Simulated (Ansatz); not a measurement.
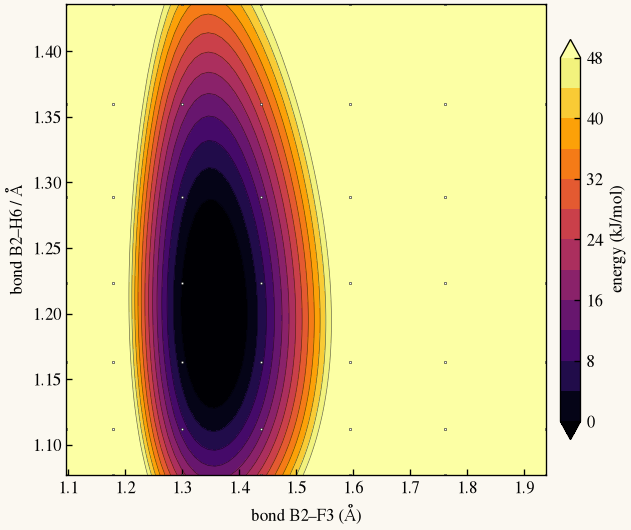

BFH3N, SMILES NBF. Two internal coordinates are moved rigidly from the geometry relaxed at PBE0-D4/def2-TZVP, all others fixed. First axis: bond B2–F3. Second axis: bond B2–H6. Grid: 7 × 7 points. Points are written as (first, second). Energies: kJ/mol, counted from the lowest grid point. The calculation used RKS PBE-D4/def2-TZVPP (Ansatz 0.2.0).

The picture shows filled contours, dots at the grid points, one colour for all values above the top of the scale. Between grid points the surface is interpolated.

### Estimate the position of the minimum and the force constants in these coordinates.

The interpolated minimum is at bond B2–F3 ≈ 1.352 Å, bond B2–H6 ≈ 1.202 Å. The curvatures there are about 38 eV/Å² and 23 eV/Å², with a cross term of about 1 eV/Å². Round the minimum the two coordinates are nearly uncoupled. (1 eV is 96.5 kJ/mol.)
